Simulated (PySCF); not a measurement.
# One shape, several levels: [Te4]2+ ([Te4]2+)

Aim: a comparison of 6 runs (HF/def2-SVP, HF/STO-3G, HF/3-21G, HF/def2-TZVP, CAM-B3LYP/STO-3G, MP2/def2-SVPD) of [Te4]2+ ([Te4]2+). The job is set up through a Python script.

The calculation is run with PySCF 2.14.0.

1 further run of the same task is left out (set aside as unsound or not needed).

## 1. Starting point

The species is [Te4]2+ (4 atoms), meant as a singlet with charge +2. The shape comes from GFN2-xTB, which is rough for such elements, and wasn't checked as a minimum.

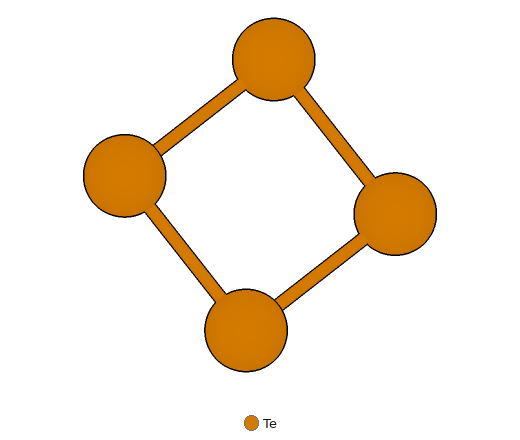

The structure, seen from a chosen angle (tellurium orange).

## 2. Energy and gradient at HF/def2-SVP (core potential) (run 1)

Contents of start.xyz:

```xyz
4
Te4
Te    -1.767480     0.052040    -0.745370
Te    -0.746540    -0.190900     1.756640
Te     1.767940    -0.053140     0.745540
Te     0.746080     0.191990    -1.756810
```

Contents of job.py:

```python
import pyscf.grad
from pyscf import gto

mol = gto.M(
    atom='start.xyz',
    ecp={'Te': 'def2-svp'},
    max_memory=1860,
    basis='def2-svp',
    charge=2,
    verbose=4,
)

calc0 = mol.RHF()
calc0.conv_tol = 1e-10
calc0.kernel()
if not calc0.converged:
    calc0 = calc0.newton().run(calc0.mo_coeff, calc0.mo_occ)

energy = calc0.e_tot
print('E = %.10f Eh' % energy)
grad = calc0.Gradients().kernel()
calc0.analyze()
```

Launch:

```console
$ OMP_NUM_THREADS=1 python job.py
```

Log:

```text
PySCF version 2.14.0

[INPUT] num. atoms = 4
[INPUT] num. electrons = 94
[INPUT] charge = 2
[INPUT] spin (= nelec alpha-beta = 2S) = 0
[INPUT] symmetry False subgroup None
[INPUT] Mole.unit = angstrom
[INPUT] Symbol           X                Y                Z      unit          X                Y                Z       unit  Magmom
[INPUT]  1 Te    -1.767480000000   0.052040000000  -0.745370000000 AA   -3.340053130646   0.098341347522  -1.408545161467 Bohr   0.0
[INPUT]  2 Te    -0.746540000000  -0.190900000000   1.756640000000 AA   -1.410756141033  -0.360748717179   3.319568499456 Bohr   0.0
[INPUT]  3 Te     1.767940000000  -0.053140000000   0.745540000000 AA    3.340922404664  -0.100420046259   1.408866414908 Bohr   0.0
[INPUT]  4 Te     0.746080000000   0.191990000000  -1.756810000000 AA    1.409886867016   0.362808518655  -3.319889752897 Bohr   0.0

nuclear repulsion = 608.1800585608
number of shells = 40
number of NR pGTOs = 244
number of NR cGTOs = 104
basis = def2-svp
ecp = {'Te': 'def2-svp'}

[... 43 lines left out ...]
converged SCF energy = -1067.34819931113
[... 23 lines left out ...]
MO #4   energy= -7.53502537414402  occ= 2
[... 9 lines left out ...]
MO #14  energy= -5.49630016262044  occ= 2
[... 9 lines left out ...]
MO #24  energy= -2.35676943238894  occ= 2
[... 9 lines left out ...]
MO #34  energy= -2.35045831792457  occ= 2
[... 9 lines left out ...]
MO #44  energy= -0.733137085864271 occ= 2
[... 9 lines left out ...]
MO #54  energy= -0.0325481246565094 occ= 0
[... 9 lines left out ...]
MO #64  energy= 0.0788612026101787 occ= 0
[... 9 lines left out ...]
MO #74  energy= 0.210342396535725  occ= 0
[... 9 lines left out ...]
MO #84  energy= 0.439391176348241  occ= 0
[... 9 lines left out ...]
MO #94  energy= 18.80144261409     occ= 0
[... 9 lines left out ...]
MO #104 energy= 52.893999042453    occ= 0
[... 76 lines left out ...]
pop of  2 Te 5dyz         0.20106
pop of  2 Te 5dz^2        0.20302
pop of  2 Te 5dxz         0.19845
pop of  2 Te 5dx2-y2      0.02648
pop of  3 Te 4s           1.78752
pop of  3 Te 5s           1.95348
pop of  3 Te 6s           0.05067
pop of  3 Te 7s           0.19548
pop of  3 Te 4px          0.02994
pop of  3 Te 4py          0.38820
pop of  3 Te 4pz          0.39741
pop of  3 Te 5px          1.80856
pop of  3 Te 5py          1.62581
pop of  3 Te 5pz          1.62813
pop of  3 Te 6px          0.22834
pop of  3 Te 6py          0.88639
pop of  3 Te 6pz          1.41975
pop of  3 Te 7px          0.99030
pop of  3 Te 7py          0.01690
pop of  3 Te 7pz          0.00943
pop of  3 Te 4dxy         1.80481
pop of  3 Te 4dyz         1.81261
pop of  3 Te 4dz^2        1.81391
pop of  3 Te 4dxz         1.80757
pop of  3 Te 4dx2-y2      1.99868
pop of  3 Te 5dxy         0.20577
pop of  3 Te 5dyz         0.20311
pop of  3 Te 5dz^2        0.20179
pop of  3 Te 5dxz         0.19674
pop of  3 Te 5dx2-y2      0.03557
 ** Mulliken atomic charges  **
charge of    0Te =      0.49699
charge of    1Te =      0.50318
charge of    2Te =      0.49671
charge of    3Te =      0.50313

WARN: System has nonzero charge 2; the dipole moment is origin-dependent.
Location of origin: [0. 0. 0.]

Dipole moment(X, Y, Z, Debye): -0.00146, -0.00001, -0.00035
```

Wall time 28 s (1 thread of Intel Xeon at 2.70GHz, shared host); peak memory 0.23 GiB.

## 3. Energy and gradient at HF/STO-3G (run 2)

Contents of input.py:

```python
import pyscf.grad
from pyscf import gto

system = gto.M(
    atom='''
Te    -1.767480     0.052040    -0.745370
Te    -0.746540    -0.190900     1.756640
Te     1.767940    -0.053140     0.745540
Te     0.746080     0.191990    -1.756810
''',
    spin=0,
    charge=2,
    basis='sto-3g',
    max_memory=1860,
    verbose=4,
)

mf = system.RHF()
mf.conv_tol = 1e-10
mf.kernel()
if not mf.converged:
    mf = mf.newton().run(mf.mo_coeff, mf.mo_occ)

e_final = mf.e_tot
print('E = %.10f Eh' % e_final)
grad = mf.Gradients().kernel()
dip = mf.dip_moment()
pop, q = mf.mulliken_pop()
```

Launch:

```console
$ OMP_NUM_THREADS=1 python input.py
```

Log:

```text
PySCF version 2.14.0

[INPUT] num. atoms = 4
[INPUT] num. electrons = 206
[INPUT] charge = 2
[INPUT] spin (= nelec alpha-beta = 2S) = 0
[INPUT] symmetry False subgroup None
[INPUT] Mole.unit = angstrom
[INPUT] Symbol           X                Y                Z      unit          X                Y                Z       unit  Magmom
[INPUT]  1 Te    -1.767480000000   0.052040000000  -0.745370000000 AA   -3.340053130646   0.098341347522  -1.408545161467 Bohr   0.0
[INPUT]  2 Te    -0.746540000000  -0.190900000000   1.756640000000 AA   -1.410756141033  -0.360748717179   3.319568499456 Bohr   0.0
[INPUT]  3 Te     1.767940000000  -0.053140000000   0.745540000000 AA    3.340922404664  -0.100420046259   1.408866414908 Bohr   0.0
[INPUT]  4 Te     0.746080000000   0.191990000000  -1.756810000000 AA    1.409886867016   0.362808518655  -3.319889752897 Bohr   0.0

nuclear repulsion = 2855.06749713264
number of shells = 44
number of NR pGTOs = 324
number of NR cGTOs = 108
basis = sto-3g
ecp = {}

[... 35 lines left out ...]
converged SCF energy = -26188.0621101928
[... 12 lines left out ...]
WARN: System has nonzero charge 2; the dipole moment is origin-dependent.
[... 2 lines left out ...]
Dipole moment(X, Y, Z, Debye):  0.00007, -0.00003,  0.00002
[... 74 lines left out ...]
pop of  2 Te 3dz^2        1.99996
pop of  2 Te 3dxz         1.99996
pop of  2 Te 3dx2-y2      1.99996
pop of  2 Te 4dxy         1.99994
pop of  2 Te 4dyz         1.99995
pop of  2 Te 4dz^2        1.99885
pop of  2 Te 4dxz         1.99886
pop of  2 Te 4dx2-y2      1.99902
pop of  3 Te 1s           2.00000
pop of  3 Te 2s           1.99993
pop of  3 Te 3s           1.99965
pop of  3 Te 4s           2.00090
pop of  3 Te 5s           1.92111
pop of  3 Te 2px          2.00006
pop of  3 Te 2py          2.00003
pop of  3 Te 2pz          2.00005
pop of  3 Te 3px          1.99855
pop of  3 Te 3py          1.99941
pop of  3 Te 3pz          1.99887
pop of  3 Te 4px          1.99665
pop of  3 Te 4py          1.99853
pop of  3 Te 4pz          1.99759
pop of  3 Te 5px          0.90120
pop of  3 Te 5py          1.49906
pop of  3 Te 5pz          1.19213
pop of  3 Te 3dxy         2.00000
pop of  3 Te 3dyz         2.00000
pop of  3 Te 3dz^2        1.99996
pop of  3 Te 3dxz         1.99996
pop of  3 Te 3dx2-y2      1.99996
pop of  3 Te 4dxy         1.99998
pop of  3 Te 4dyz         1.99992
pop of  3 Te 4dz^2        1.99891
pop of  3 Te 4dxz         1.99886
pop of  3 Te 4dx2-y2      1.99895
 ** Mulliken atomic charges  **
charge of    0Te =      0.50020
charge of    1Te =      0.49981
charge of    2Te =      0.50019
charge of    3Te =      0.49980
```

Wall time 35 s (1 thread of Intel Xeon at 2.70GHz, shared host); peak memory 0.25 GiB.

Runs 3 to 5 aren't shown in full; the table further down has their settings and results.

## 4. Energy and forces at MP2/def2-SVPD (core potential) (run 6)

Contents of input.py:

```python
import pyscf.grad
from pyscf import gto, scf, mp

system = gto.Mole()
system.atom = '''
Te  -1.767480   0.052040  -0.745370
Te  -0.746540  -0.190900   1.756640
Te   1.767940  -0.053140   0.745540
Te   0.746080   0.191990  -1.756810
'''
system.basis = 'def2-svpd'
system.max_memory = 1860
system.spin = 0
system.ecp = {'Te': 'def2-svp'}
system.verbose = 3
system.charge = 2
system.build()

myscf = scf.RHF(system)
myscf.conv_tol = 1e-10
myscf.kernel()
if not myscf.converged:
    myscf = myscf.newton().run(myscf.mo_coeff, myscf.mo_occ)

pt = mp.MP2(myscf, frozen=16).run()
e_final = pt.e_tot
print('E(%s) = %.9f' % ('MP2', e_final))
grad = pt.Gradients().kernel()
myscf.analyze()
```

Launch:

```console
$ OMP_NUM_THREADS=1 python input.py
```

Log:

```text
converged SCF energy = -1067.3569037576
[... 18 lines left out ...]
MO #8   energy= -5.50267338995597  occ= 2
[... 11 lines left out ...]
MO #20  energy= -2.36109374129717  occ= 2
[... 11 lines left out ...]
MO #32  energy= -2.34936838176367  occ= 2
[... 11 lines left out ...]
MO #44  energy= -0.730499571322843 occ= 2
[... 11 lines left out ...]
MO #56  energy= -0.160983121461807 occ= 0
[... 11 lines left out ...]
MO #68  energy= -0.0915695987908033 occ= 0
[... 11 lines left out ...]
MO #80  energy= -0.00412812059015079 occ= 0
[... 11 lines left out ...]
MO #92  energy= 0.233583671623305  occ= 0
[... 11 lines left out ...]
MO #104 energy= 0.355220744996168  occ= 0
[... 11 lines left out ...]
MO #116 energy= 0.45973360215322   occ= 0
[... 11 lines left out ...]
MO #128 energy= 19.0610666672294   occ= 0
[... 11 lines left out ...]
MO #140 energy= 53.1480521754293   occ= 0
[... 6 lines left out ...]
WARN: System has nonzero charge 2; the dipole moment is origin-dependent.
Location of origin: [0. 0. 0.]

Dipole moment(X, Y, Z, Debye): -0.00131, -0.00001, -0.00031
```

Wall time 1.7 min (1 thread of Intel Xeon at 2.70GHz, shared host); peak memory 2 GiB.

## 5. All runs side by side

```csv
run,level,core potential,integration grid,energy (Eh),HOMO energy (eV),LUMO energy (eV),HOMO–LUMO gap (eV),wall time
1,HF/def2-SVP (core potential),def2-svp,–,-1067.348199,-18.11,-11.64,6.47,28 s
2,HF/STO-3G,–,–,-26188.062110,-17.74,-11.12,6.62,35 s
3,HF/3-21G,–,–,-26330.082844,-18.74,-12.35,6.39,38 s
4,HF/def2-TZVP (core potential),def2-svp,–,-1067.406876,-17.99,-11.46,6.53,3.3 min
5,CAM-B3LYP/STO-3G,–,5,-26197.268044,-17.34,-12.51,4.82,1.9 min
6,MP2/def2-SVPD (core potential),def2-svp,–,-1067.868059,-18.01,-11.52,6.49,1.7 min
```

## 6. Summary of results

```
                                           quantity           value
                                run 6: total energy  -1067.86806 Eh
         run 6: HOMO energy (Hartree–Fock orbitals)       -18.01 eV
         run 6: LUMO energy (Hartree–Fock orbitals)       -11.52 eV
       run 6: HOMO–LUMO gap (Hartree–Fock orbitals)         6.49 eV
run 6: correlation energy (16 core orbitals frozen)      -511.2 mEh
                    run 6: largest force on an atom      0.780 eV/Å
```

What this shows: Over runs 1, 2, 3, 4, 5 the HOMO–LUMO gap runs from 4.82 eV (CAM-B3LYP/STO-3G) to 6.62 eV (HF/STO-3G). Exact exchange widens orbital gaps. Some runs of one species differ in core potentials or relativity; totals across that change don't compare. In runs 2, 5 the basis is minimal, so the values are rough. In runs 2, 3, 5 relativity is left out where basis or elements ask for it. All runs together took 8.7 min, the longest 3.3 min.
